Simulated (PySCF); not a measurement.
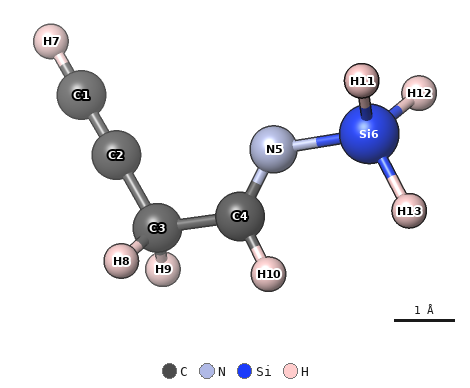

**Figure 1.** The structure (ball-and-stick view, seen at a tilt; atoms are numbered from 1 in the order of the input).

## Two runs on C$_{4}$H$_{7}$NSi

System: C$_{4}$H$_{7}$NSi.
Method of the first run: GIAO PBE0/6-311+G(2d,p) NMR shielding, non-relativistic, gas phase (PySCF 2.14.0).

The geometry comes from this level: PBE0-D3(BJ)/def2-SVP. Text and figures count atoms from 1; the logs count them from 0 in places.

The input, the first run:
```
{"job": {"kind": "nmr", "xc": "PBE0", "basis": "6-311+G(2d,p)", "pop": true}, "charge": 0, "multiplicity": 1}
C     -2.194226     1.535741     0.689835
C     -1.746033     0.416529     0.593134
C     -1.225736    -0.934932     0.475155
C      0.276575    -1.052594     0.392810
N      1.063464    -0.068347     0.413688
Si     2.808709    -0.165047     0.316640
H     -2.583605     2.532981     0.776165
H     -1.564458    -1.553393     1.327376
H     -1.649325    -1.431825    -0.418068
H      0.618930    -2.110426     0.309378
H      3.381379     0.453198     1.546422
H      3.254659     0.609003    -0.877035
H      3.298908    -1.581754     0.200692
```

The first line tells a small driver script what to run in PySCF; the rest is the geometry in Å.

Command:
```bash
OMP_NUM_THREADS=1 python <driver script> task.json out
```

Hardware: 1 CPU thread, shared host.

Output (the first run):
```
coarse grid: 11376 points
cycle   1  E = -500.4216369989  dE =  5.559e-01  |g| = 5.164e-01  |ddm| = 7.507e+00
cycle   2  E = -500.3124488053  dE =  1.092e-01  |g| = 8.615e-01  |ddm| = 1.007e+01
cycle   3  E = -500.4807703271  dE = -1.683e-01  |g| = 1.445e-01  |ddm| = 6.742e+00
cycle   4  E = -500.4852323428  dE = -4.462e-03  |g| = 4.243e-02  |ddm| = 5.216e-01
cycle   5  E = -500.4855175538  dE = -2.852e-04  |g| = 2.709e-02  |ddm| = 1.013e-01
cycle   6  E = -500.4856906841  dE = -1.731e-04  |g| = 4.979e-03  |ddm| = 3.484e-02
cycle   7  E = -500.4856968179  dE = -6.134e-06  |g| = 7.906e-04  |ddm| = 1.682e-02
final grid: 105360 points
cycle   8  E = -500.4815106002  dE = -3.336e-05  |g| = 5.585e-03  |ddm| = 2.647e-01
cycle   9  E = -500.4815076115  dE =  2.989e-06  |g| = 6.595e-03  |ddm| = 4.990e-02
cycle  10  E = -500.4815181055  dE = -1.049e-05  |g| = 1.219e-03  |ddm| = 2.944e-02
cycle  11  E = -500.4815184208  dE = -3.153e-07  |g| = 3.705e-04  |ddm| = 2.275e-03
cycle  12  E = -500.4815184488  dE = -2.802e-08  |g| = 1.212e-04  |ddm| = 5.777e-04
cycle  13  E = -500.4815184518  dE = -2.988e-09  |g| = 5.480e-05  |ddm| = 2.343e-04
cycle  14  E = -500.4815184525  dE = -6.654e-10  |g| = 1.649e-05  |ddm| = 8.897e-05
converged SCF energy = -500.4815184525

GIAO shielding tensors (ppm)
atom      isotropic    diamagn.    paramagn.     s11        s22        s33       span
  0 C      108.200     251.494    -143.294     32.633     43.465    248.501    215.868
  1 C      107.642     239.047    -131.405     14.174     16.031    292.721    278.548
  2 C      151.926     250.848     -98.922    133.637    138.581    183.560     49.923
  3 C       10.295     261.189    -250.894    -92.555      9.713    113.727    206.282
  4 N      -99.979     319.191    -419.170   -432.894   -138.666    271.623    704.517
  5 Si     389.321     876.663    -487.342    330.999    379.269    457.697    126.698
  6 H       29.540      40.914     -11.374     24.522     25.199     38.899     14.377
  7 H       28.084      31.555      -3.471     24.021     27.476     32.754      8.733
  8 H       28.082      32.467      -4.385     24.028     27.474     32.744      8.716
  9 H       22.691      29.816      -7.125     21.176     22.893     24.005      2.829
 10 H       26.294      27.035      -0.741     23.897     25.084     29.901      6.004
 11 H       26.294      27.409      -1.115     23.893     25.086     29.903      6.010
 12 H       26.464      26.296       0.169     24.108     24.769     30.515      6.406
```

For the second run the input was changed thus:
```diff
-"basis": "6-311+G(2d,p)"
+"basis": "6-31G*"
```

Predict how the results change.

The total energy of the second run is 60.5 kcal/mol higher, which measures the change of basis and not a stability. The HOMO goes from −7.29 to −7.02 eV. The LUMO goes from −0.81 to −0.40 eV. The dipole moment goes from 1.86 to 1.80 D. Of all shieldings, the largest change is that of Si6, by +43.8 ppm. Diffuse functions give room to the loosely bound empty orbitals, which lowers the LUMO. The number of SCF iterations is the same. The basis functions go from 212 to 102.

Output (the second run):
```
coarse grid: 11376 points
cycle   1  E = -500.3786734601  dE =  5.772e-01  |g| = 5.006e-01  |ddm| = 3.595e+00
cycle   2  E = -500.2829706936  dE =  9.570e-02  |g| = 8.159e-01  |ddm| = 1.724e+00
cycle   3  E = -500.4388819931  dE = -1.559e-01  |g| = 1.384e-01  |ddm| = 1.173e+00
cycle   4  E = -500.4433893700  dE = -4.507e-03  |g| = 3.743e-02  |ddm| = 1.603e-01
cycle   5  E = -500.4435417727  dE = -1.524e-04  |g| = 2.920e-02  |ddm| = 5.500e-02
cycle   6  E = -500.4437549121  dE = -2.131e-04  |g| = 3.298e-03  |ddm| = 2.707e-02
cycle   7  E = -500.4437575306  dE = -2.619e-06  |g| = 1.050e-03  |ddm| = 4.479e-03
final grid: 105360 points
cycle   8  E = -500.3851142506  dE = -1.890e-05  |g| = 6.094e-03  |ddm| = 2.525e-02
cycle   9  E = -500.3851112360  dE =  3.015e-06  |g| = 7.131e-03  |ddm| = 1.565e-02
cycle  10  E = -500.3851242881  dE = -1.305e-05  |g| = 1.363e-03  |ddm| = 9.116e-03
cycle  11  E = -500.3851247272  dE = -4.391e-07  |g| = 3.031e-04  |ddm| = 1.447e-03
cycle  12  E = -500.3851247473  dE = -2.006e-08  |g| = 1.149e-04  |ddm| = 3.223e-04
cycle  13  E = -500.3851247498  dE = -2.500e-09  |g| = 5.491e-05  |ddm| = 1.449e-04
cycle  14  E = -500.3851247505  dE = -7.233e-10  |g| = 1.093e-05  |ddm| = 5.981e-05
converged SCF energy = -500.3851247505

GIAO shielding tensors (ppm)
atom      isotropic    diamagn.    paramagn.     s11        s22        s33       span
  0 C      123.779     282.234    -158.455     53.712     64.560    253.065    199.353
  1 C      126.087     245.728    -119.640     41.537     44.009    292.716    251.179
  2 C      162.178     256.087     -93.908    146.999    148.463    191.073     44.074
  3 C       30.008     252.889    -222.881    -62.012     26.941    125.095    187.107
  4 N      -64.418     322.027    -386.445   -378.666    -98.354    283.766    662.431
  5 Si     433.087     881.833    -448.746    376.185    430.436    492.642    116.457
  6 H       30.147      31.536      -1.389     25.409     26.028     39.004     13.595
  7 H       28.993      27.900       1.093     25.227     28.346     33.405      8.178
  8 H       28.988      29.356      -0.368     25.233     28.341     33.390      8.157
  9 H       23.779      29.185      -5.406     21.838     24.549     24.950      3.112
 10 H       26.768      28.723      -1.955     24.198     25.508     30.597      6.398
 11 H       26.767      29.408      -2.641     24.194     25.510     30.596      6.402
 12 H       27.000      28.422      -1.422     24.454     25.598     30.948      6.494
```

The two runs side by side:

```csv
quantity,the first run,the second run
outcome,converged,converged
total energy (hartree),−500.481518,−500.385125
HOMO (eV),−7.29,−7.02
LUMO (eV),−0.81,−0.40
dipole moment (D),1.86,1.80
shielding of C1 (ppm),108.2,123.8
shielding of C2 (ppm),107.6,126.1
shielding of C3 (ppm),151.9,162.2
shielding of C4 (ppm),10.3,30.0
shielding of N5 (ppm),−100.0,−64.4
shielding of Si6 (ppm),389.3,433.1
shielding of H10 (ppm),22.7,23.8
SCF iterations,14,14
basis functions,212,102
wall time (shared host),36 s,14 s
```
